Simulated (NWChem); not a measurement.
# LiBr (SMILES [Li][Br]): M06-2X/cc-pVTZ

What is the electronic atomisation energy of LiBr at M06-2X/cc-pVTZ? 

Program for the calculation: NWChem 7.3.0.

## Step 1: The molecule

The species is LiBr (2 atoms), meant as a singlet with charge 0. As SMILES, `[Li][Br]`. The shape is that of a PBE0-D4/def2-TZVP optimisation.

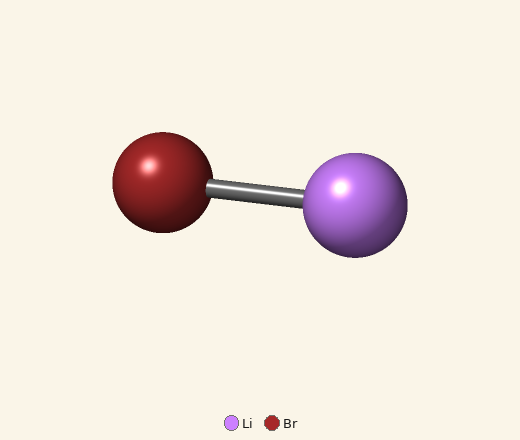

Viewed from a chosen angle; lithium purple, bromine red.

## Step 2: A single-point energy at M06-2X/cc-pVTZ

Contents of nw.nw:

```
start nw
title "BrLi"
memory stack 880 mb heap 220 mb global 1100 mb

geometry noautosym nocenter noautoz
   Li   -0.910300    0.277700   -0.476100
   Br    0.939700   -0.337900    0.480100
end

basis spherical bse
   Li library cc-pVTZ
   Br library cc-pVTZ
end

dft
   xc m06-2x
   grid fine
   convergence energy 1e-08
   maxiter 100
   mulliken
   print low
end

task dft energy
```

Started as:

```sh
nwchem nw.nw > nw.out
```

What it wrote, cut to the lines that bear on the results:

```text
[...]
 d= 0,ls=0.0,diis     1  -2581.8165359668 -2.61D+03  7.27D-03  3.92D-01    15.1
[...]
 d= 0,ls=0.0,diis     8  -2581.8410227059 -3.86D-09  6.84D-07  4.06D-09    69.4
         Total DFT energy =    -2581.841022705895
      One electron energy =    -3646.606420546269
           Coulomb energy =     1132.531583000539
    Exchange-Corr. energy =      -93.352845991075
 Nuclear repulsion energy =       25.586660830910
[...]
      Total Density - Mulliken Population Analysis
     ---------------------------------------------
    Atom       Charge   Shell Charges
 -----------   ------   -------------------------------------------------------
    1 Li   3     2.67   1.99 -0.01  0.20 -0.01  0.22  0.12  0.02  0.06  0.05  0.03
    2 Br  35    35.33   2.00  2.01  1.86  0.40  1.17  0.45  6.00  5.83  1.21  2.86  1.54  9.68  0.32  0.01  0.00
[...]
```

Run time: 70 s. Hardware: 1 thread of AMD EPYC 7R13 (Zen 3), shared host; peak memory 0.12 GiB.

## Step 3: The Br atom

Contents of input.nw:

```
start input
title "Br M06-2X"
memory stack 880 mb heap 220 mb global 1100 mb
charge 0

geometry units angstroms noautosym nocenter noautoz
Br    0.000000    0.000000    0.000000
end

basis spherical bse
* library cc-pVTZ
end

dft
xc m06-2x
mult 2
grid fine
convergence energy 1e-08
maxiter 100
mulliken
noprint "final vectors analysis"
end

task dft energy
```

Started as:

```sh
nwchem input.nw > input.out
```

What it wrote, cut to the lines that bear on the results:

```text
[...]
          Wavefunction type:  spin polarized.
          No. of atoms     :     1
          No. of electrons :    35
[...]
          Charge           :     0
          Spin multiplicity:     2
[...]
          AO basis - number of functions:    43
[...]
              XC Information
              --------------
                       M06-2X Method XC Functional
                     Hartree-Fock (Exact) Exchange  0.540
                        M06-2X Exchange Functional  1.000
                      M06-2X Correlation Potential  1.000
[...]
 d= 0,ls=0.0,diis     1  -2574.1919218918 -2.57D+03  2.59D-03  7.04D-02     9.2
[...]
 d= 0,ls=0.0,diis     7  -2574.1982978864 -3.34D-09  4.26D-07  1.68D-10    32.9
[...]
         Total DFT energy =    -2574.198297886404
      One electron energy =    -3581.665537785236
           Coulomb energy =     1098.838701115897
    Exchange-Corr. energy =      -91.371461217065
 Nuclear repulsion energy =        0.000000000000
[...]
      Total Density - Mulliken Population Analysis
     ---------------------------------------------
    Atom       Charge   Shell Charges
 -----------   ------   -------------------------------------------------------
    1 Br  35    35.00   2.00  2.01  1.88  0.42  1.19  0.51  6.00  5.83  1.17  2.73  1.26  9.68  0.32  0.00  0.00
     --------------------------------------------
      Spin Density - Mulliken Population Analysis
     --------------------------------------------
    Atom       Charge   Shell Charges
 -----------   ------   -------------------------------------------------------
    1 Br  35     1.00  -0.00  0.00  0.00  0.00  0.02 -0.02 -0.00 -0.00  0.22  0.60  0.18 -0.01  0.01 -0.00  0.00
[...]
      <S2> =      0.7534 (Exact =     0.7500)
[...]
```

Run time: 34 s. Hardware: 1 thread of AMD EPYC 7R13 (Zen 3), shared host; peak memory 0.12 GiB.

## Step 4: The Li atom, same level

Contents of calc.nw:

```
start calc
memory 2200 mb

geometry units angstrom noautosym nocenter noautoz
  Li    0.000000    0.000000    0.000000
end

basis spherical bse
  * library cc-pVTZ
end

dft
  xc m06-2x
  mult 2
  grid fine
  convergence energy 1e-08
  iterations 100
  mulliken
  noprint "final vectors analysis"
end

task dft
```

Run the same way, it converges to -7.48068 Eh (log not shown).

## Step 5: Summary of results

Level: M06-2X/cc-pVTZ.

| quantity | value |
| --- | --- |
| molecule: total energy | -2581.84102 Eh |
| Br atom: total energy | -2574.19830 Eh |
| Br atom: ⟨S²⟩ | 0.753 |
| Li atom: total energy | -7.48068 Eh |
| Li atom: ⟨S²⟩ | 0.750 |
| electronic atomisation energy | 4.409 eV |

**Reading.** Taking the molecule apart into free atoms costs 4.41 eV (102 kcal/mol), before zero-point energy and without spin-orbit coupling.
